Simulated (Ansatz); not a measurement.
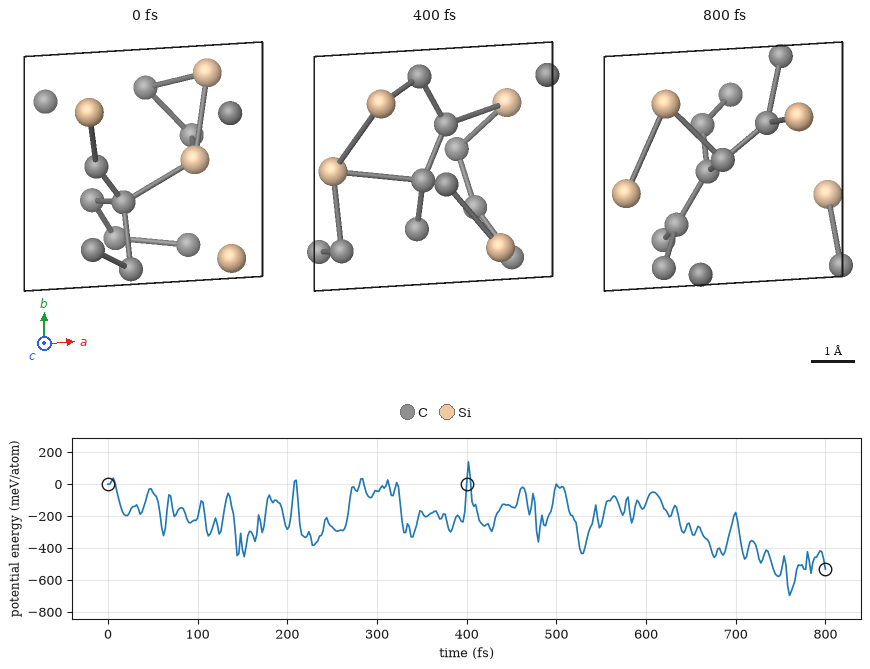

Molecular dynamics of an amorphous cell of composition Si₄C₁₁ (15 atoms in the cell), 800 fs long. Frames and the history of the run. The picture is a ball-and-stick view of the simulation cell, seen along the c axis. Atoms that leave the cell re-enter on the other side. Bonds to atoms that aren't drawn are left out.

Method: DFT PBE, scalar-relativistic, plane waves, PAW in Ansatz 0.2.0. Run with plane-wave cutoff 420 eV; k-point mesh 1 × 1 × 1; Fermi-Dirac smearing 0.345 eV; set temperature 4000 K; time step 2 fs.

Describe the run.

Root-mean-square distances from the starting positions over the second half, with the common drift of all atoms taken out: C 3.24 Å, Si 2.75 Å. Against the typical shortest distance between atoms in the first frame, about 1.6 Å these are large excursions, but over 800 fs one can't yet tell strong vibration from the start of diffusion. 14 of the 15 free atoms end more than three quarters of that spacing from the start. Bond changes: 24 C–C bonds form between 22 fs and 722 fs; 34 C–Si bonds break between 24 fs and 770 fs; 35 C–Si bonds form between 32 fs and 758 fs; 23 C–C bonds break between 34 fs and 766 fs; 3 C–C contacts open and close in turn. Over the second half the temperature averages 4632 K (spread ±1034 K). The temperature is still falling (5196 K in the second quarter, 4128 K in the last), so the run isn't equilibrated. The potential energy is still drifting at the end, so the run hasn't reached equilibrium. The potential energy in the second half lies on average 265 meV per atom below the first frame. The mean pressure there is 8.5 GPa.

Limits of the set-up: the periodic images lie only 5.5 Å apart, so the values are limited by the cell's size.

Cost: 12 min on 2 threads of Intel(R) Xeon(R) Processor @ 2.50GHz (Skylake/Cascade Lake), with other jobs on the host, peak memory 0.35 GiB.
